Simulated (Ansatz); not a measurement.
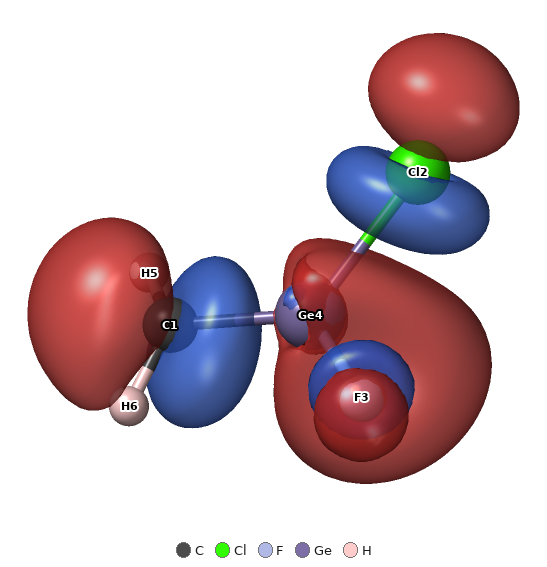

*CH2ClFGe (SMILES [CH2]=[Ge]([F])[Cl]). One frontier orbital at ±0.08 Å⁻³ᐟ² (red and blue are the two phases), seen at a tilt.*

Geometry: PBE-D3(BJ)/def2-SVP.

Level of theory: Ansatz, isolated molecule in a Gaussian basis; Kohn-Sham density functional theory, functional PBE0.

| atom | x (Å) | y (Å) | z (Å) |
| --- | --- | --- | --- |
| C | 0.2189 | -2.2816 | 0.3071 |
| Cl | 3.3857 | -2.7691 | -1.1649 |
| F | 0.7212 | -2.4649 | -2.7526 |
| Ge | 1.3006 | -2.2659 | -1.1161 |
| H | 0.6912 | -2.0788 | 1.2802 |
| H | -0.8212 | -1.9616 | 0.1408 |

> Which orbital is it: HOMO or LUMO?

The LUMO, at −2.47 eV. By Hirshfeld shares it lies mainly on Ge4 (about 45 %), C1 (about 25 %), Cl2 (about 20 %) and F3 (about 10 %).
